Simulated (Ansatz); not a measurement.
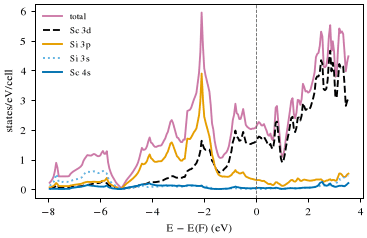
Figure. Total and projected density of states of ScSi in space group Cmcm (No. 63; Sc on 4c, Si on 4c), LDA in the plane-wave PAW code Ansatz

Q: Which orbitals carry the states next to the Fermi level?

A: Within 0.5 eV of the Fermi level: Sc 3d 77 %, Si 3p 15 %. Projections are on Löwdin-orthogonalised atomic valence shells; empty p or d shells of many metals are not among them.

Q: Where is the tallest occupied peak in this window, and what makes it?

A: Near -2.1 eV, about 6.0 states/eV per cell; the largest projected share is Si 3p.

The workflow started from a Materials Project entry (that database holds measured and hypothetical structures alike); the Crystallography Open Database copy checked does not list it. Its standing as an ambient phase is unchecked. Symmetry was held in the LDA relaxation; whether a distortion lowers the energy is not shown. The run is not spin-polarised.

Potentials: the earlier of the program's two PAW sets. The files were generated under PBE; for other functionals the program regenerates the frozen cores, and for LDA and PBEsol the local potential too.
